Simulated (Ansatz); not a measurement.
Si (Fd-3m, No. 227): the input geometry of an electronic-structure calculation (not necessarily at equilibrium).

Space group Fd-3m:1 (No. 227). a = 5.444 Å, b = 5.444 Å, c = 5.444 Å, α = 90.00°, β = 90.00°, γ = 90.00°
| atom | site | symmetry | x | y | z |
| --- | --- | --- | --- | --- | --- |
| Si | 8a | -43m | 0.0000 | 0.0000 | 0.0000 |

What will a HAADF-like image along [211] show? Simulation: incoherent imaging, intensity Z^1.6 per atom, probe width 0.50 Å, thin sample. The probe carries 25 % of its weight in a tail 2.5 times as wide.

The columns repeat on a rectangular net of 1.92 × 3.14 Å (plane group p2mm). All columns are alike (Si). The shortest distance between visible columns is 0.79 Å in projection. Along the beam the structure repeats every 6.67 Å.

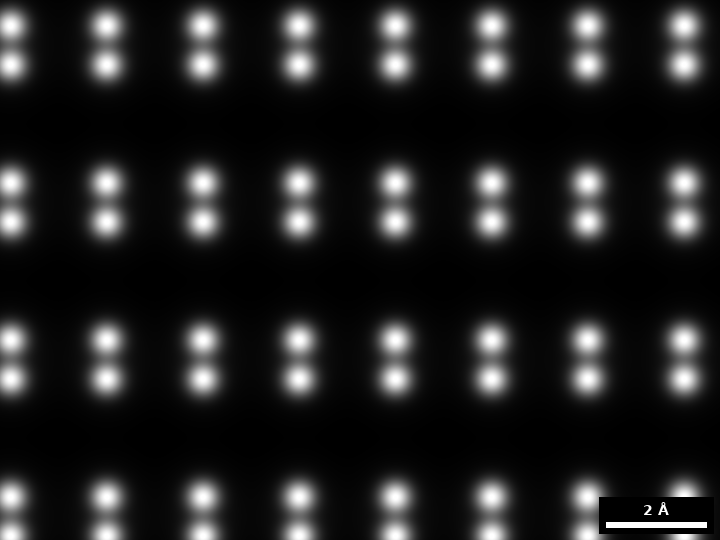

The simulated image.
